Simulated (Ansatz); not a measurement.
**Cl₃H₃OSiSn: density, localisation and related maps**

```xyz
9

Cl    3.0987    1.0077    1.4277
Cl    1.5972   -0.0339   -1.8468
Cl   -0.3755    1.7907    0.7575
O    -1.0722   -0.9691   -0.5909
Si    0.5072   -1.3894   -0.5907
Sn    1.8483    2.3035   -0.1602
H    -1.2495   -0.1275   -0.1359
H     0.6552   -2.6896   -1.2791
H     1.1994   -1.2875    0.7140
```

Geometry: PBE0-D4/def2-SVP; core potentials replace the inner electrons of Sn.

Method: Ansatz 0.2.0, isolated molecule in a Gaussian basis; Kohn-Sham density functional theory, functional PBE0.

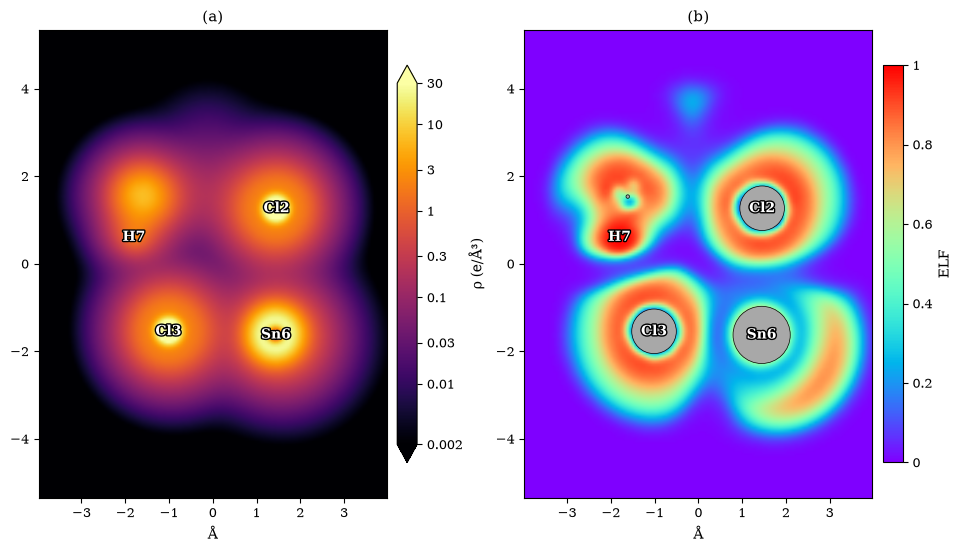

Figure 1. (a) electron density; (b) ELF on the plane of atoms Cl2, Sn6 and Cl3. Grey discs cover the atomic cores in the ELF map.

### What do the fields say about this system?

The section cuts through Cl, Sn and H sites. Sn–Cl (2.46 Å): ρ at the midpoint is about 0.44 e/Å³; the ELF peaks at about 0.85 in the valence shell of Cl, 0.8 Å from its nucleus, and drops to about 0.15 between the two atoms. The ELF also peaks beside Cl3, Cl2 and O4, away from the bonds: lone-pair regions.

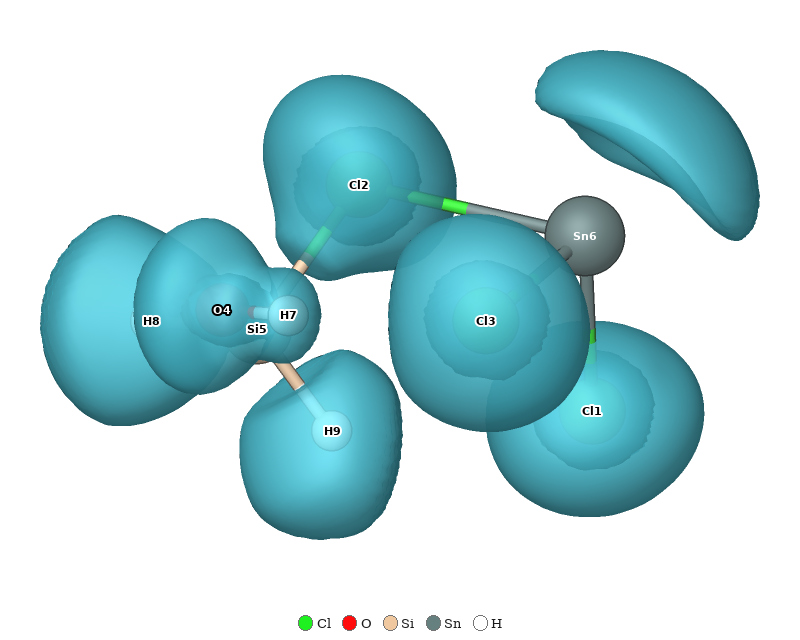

Figure 2. Isosurface of the ELF at 0.75 (cyan), seen from one side. Core shells and regions of very low density are left out.

### Where are the electrons localised?

At this value the surface marks out two regions around hydrogen nuclei, one region on Cl in which the atom's valence shell and bonds are merged, one lobe on Sn, pointing away from the bonds (lone pairs), two regions wrapped around Cl (the valence shell of each) and one joined region spread over several atoms (H, O), in which their bonds and any lone pairs are merged. Along the contacts the grid gives the following. Si–O (1.63 Å): the ELF peaks at about 0.85 between the atoms, as expected for a polar covalent bond. Si–Cl (2.15 Å): the ELF peaks at about 0.90 between the atoms: a polar covalent bond.

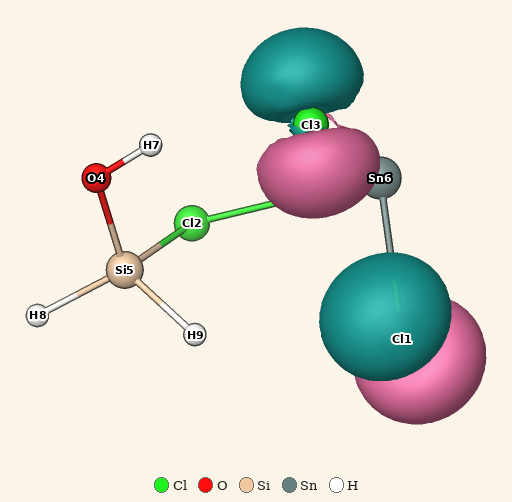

Figure 3. The HOMO−1 at ±0.15 Å⁻³ᐟ² (teal and pink are the two phases), seen at a tilt.

### What is the character of this orbital?

By Hirshfeld shares it lies mainly on Cl1 (about 55 %) and Cl3 (about 40 %). Its energy is −8.70 eV.
